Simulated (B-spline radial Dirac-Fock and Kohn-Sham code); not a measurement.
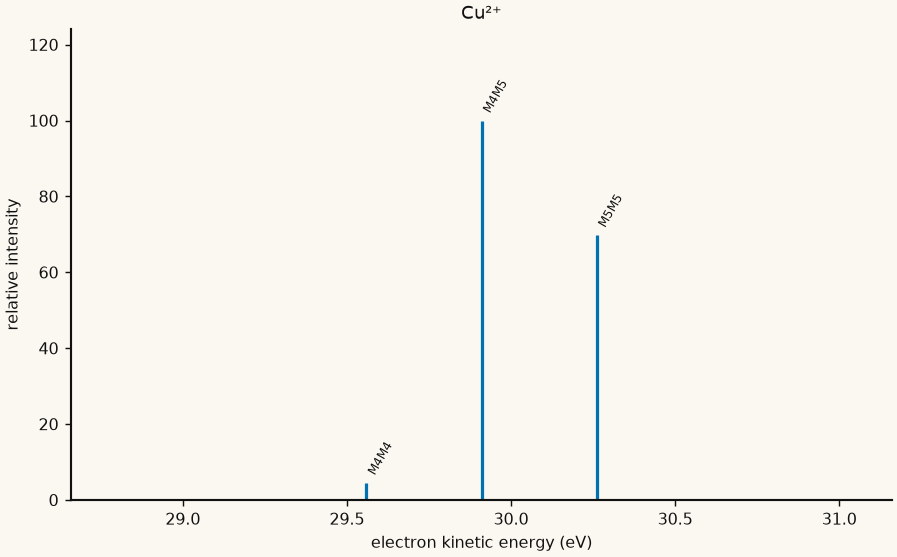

Auger and Coster–Kronig groups that fill an M3 (3p3/2) hole, as sticks. Kinetic energies count from the vacuum level; very weak lines are left out. The figure is for copper in charge state +2 (Cu²⁺) in the configuration [Ar] 3d9, inside a Watson sphere of charge −2 and radius 2.7 Å that stands in for a crystal. Method: independent-particle Coulomb rates on relativistic LDA orbitals, configuration-average energies from Dirac–Fock (computed with a radial B-spline solver). Widths ruled by Coster–Kronig decay come out up to twice the measured ones in this model.

**How wide is the M3 level from this decay?**

The non-radiative width is 3.05 eV.

**Which group is strongest?**

M3-M4M5 at 29.91 eV, 57 % of the non-radiative width.
